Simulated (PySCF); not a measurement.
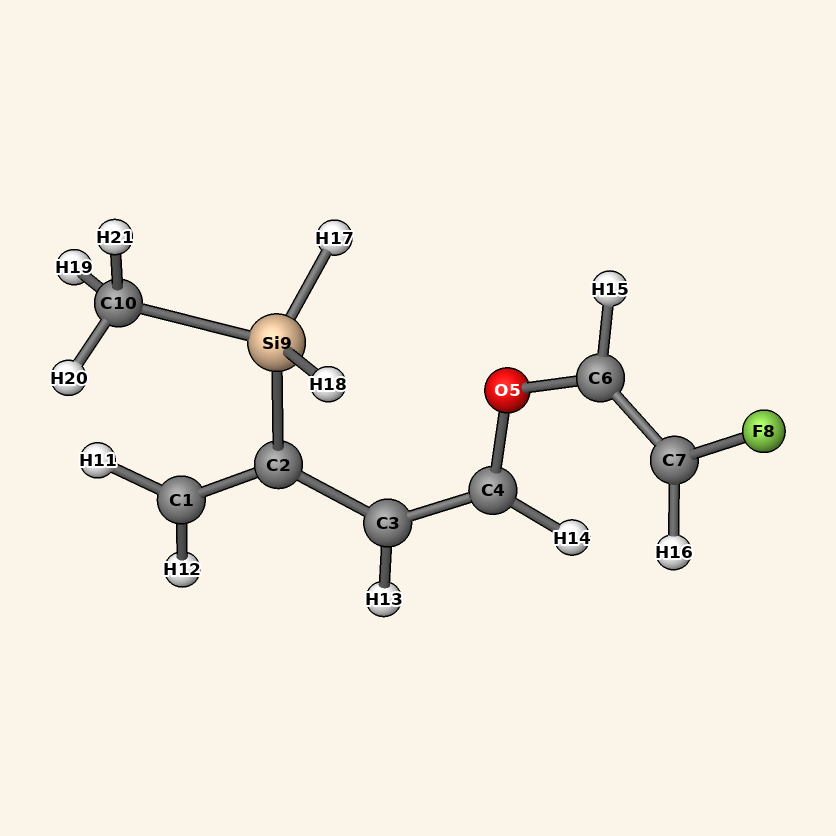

The questions are on isotropic NMR shieldings of the C atoms. The geometry was computed by an optimisation with GFN2-xTB. No frequency run is at hand to confirm it as a minimum. Level of theory: GIAO PBE0/pcSseg-1 NMR shielding, non-relativistic, gas phase (PySCF 2.14.0).

Give the isotropic NMR shieldings of the C atoms atom by atom.

```json
{"atom": "C1", "σ (ppm)": "51.3"}
{"atom": "C2", "σ (ppm)": "39.0"}
{"atom": "C3", "σ (ppm)": "60.4"}
{"atom": "C4", "σ (ppm)": "41.7"}
{"atom": "C6", "σ (ppm)": "44.6"}
{"atom": "C7", "σ (ppm)": "39.1"}
{"atom": "C10", "σ (ppm)": "193.2"}
```

The geometry is semi-empirical. Around Si such bond lengths and angles can be off by a tenth of an ångström or more and by several degrees, and values that hang on the shape move with them.
